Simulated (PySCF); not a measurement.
```xyz
16

C    -1.2012   -0.0081   -1.1111
N    -0.6187   -0.3774    0.1607
C    -1.6304   -0.6365    1.1619
Ge    0.9875    0.3458    0.6725
C     2.3148    0.1665   -0.7836
Cl    0.8336    2.4192    1.1900
H    -1.8189    0.8966   -1.0408
H    -0.4083    0.1700   -1.8363
H    -1.8314   -0.8241   -1.4765
H    -2.2648   -1.4634    0.8313
H    -2.2701    0.2354    1.3481
H    -1.1455   -0.9188    2.0961
H     1.3294   -0.3997    1.9498
H     2.2430   -0.8150   -1.2407
H     2.1554    0.9242   -1.5459
H     3.3182    0.2943   -0.3868
```

Geometry: GFN2-xTB.

All numbers below come from B3LYP/def2-SVPD, SCF density, gas phase (PySCF).

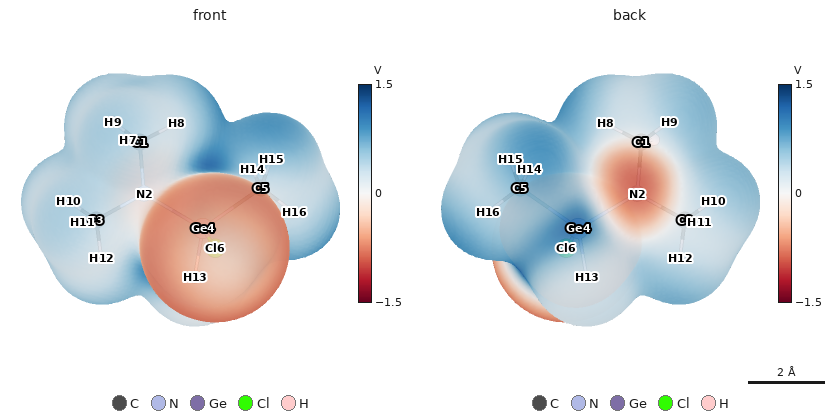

C3H10ClGeN. The molecular electrostatic potential painted on the density surface at 0.002 e/bohr³, seen from the front and from behind; red is negative and blue positive.

Describe the electrostatic potential map.

The most negative region (about −0.8 V, or −18 kcal/mol for a unit charge) lies over N2, the most positive (about +1.2 V, or +28 kcal/mol for a unit charge) over Ge4.
